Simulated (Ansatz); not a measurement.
Effect of Sb → Sn on GaSb

Start from GaSb in the zinc blende structure (space group F-43m, No. 216; a = 6.134 Å).

Now apply this change: every Sb is replaced by Sn, then cell and atoms are relaxed.

All numbers come from plane-wave PAW DFT at the r2SCAN level (Ansatz, an electronic-structure program, 500 eV), without spin-orbit coupling, earlier PAW set. k-mesh 13×13×13 (Γ-centred); smearing 0.05 eV (Fermi–Dirac).

The density falls by 0.15 g/cm³ to 5.36 g/cm³ and the shortest interatomic distance grows by 1.0 pm (265.6 pm → 266.6 pm). The band gap goes from 0.41 eV to zero.

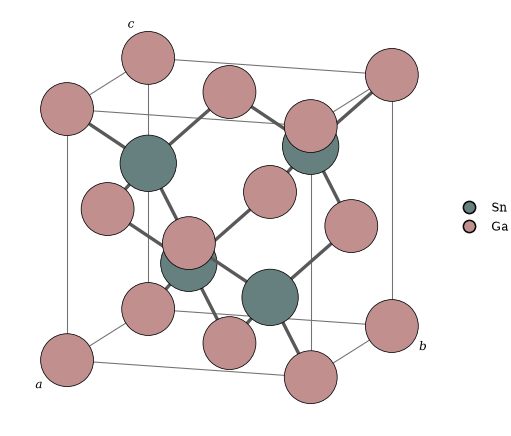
The relaxed conventional cell after the change

Cost of the whole job for the changed cell (relaxation, final SCF and bands): about 2.1 core-minutes (a rough figure).

With Sb present, leaving out spin-orbit coupling can change the band edges. No phonon test of stability was made. As relaxed here, GaSn is a hypothetical phase, not in the database extracts checked.
